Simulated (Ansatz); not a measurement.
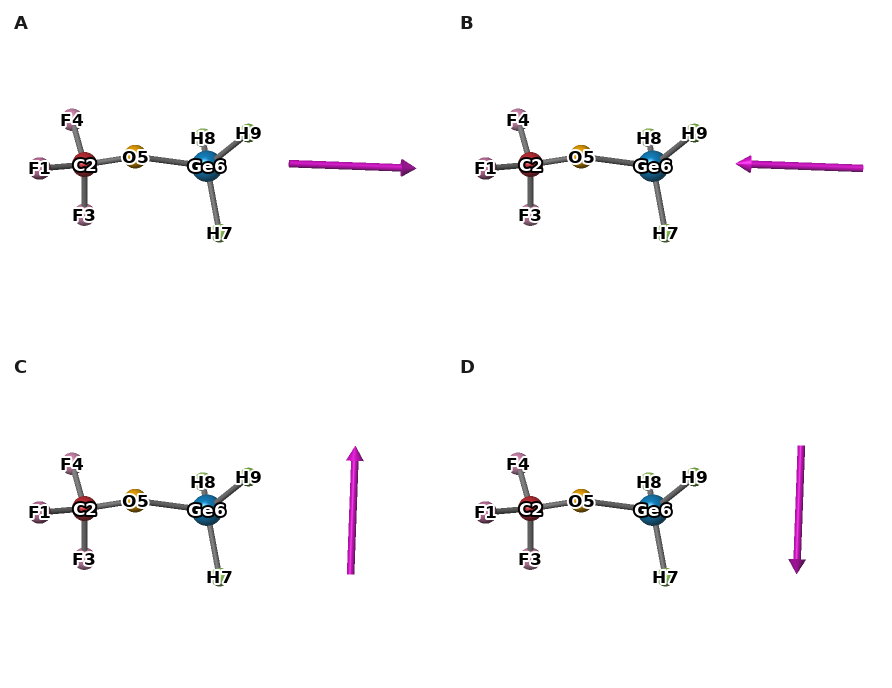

The same molecule four times, each with an arrow. Computed geometry: PBE0-D4/def2-TZVP optimisation. Level of theory: RKS PBE-D4/def2-TZVPP (Ansatz 0.2.0).

### Which arrow points along the dipole moment, from the negative to the positive end?

A. The dipole moment is 3.03 D; it points from the side of F1 to the side of H9 (the outermost atoms at the two ends).
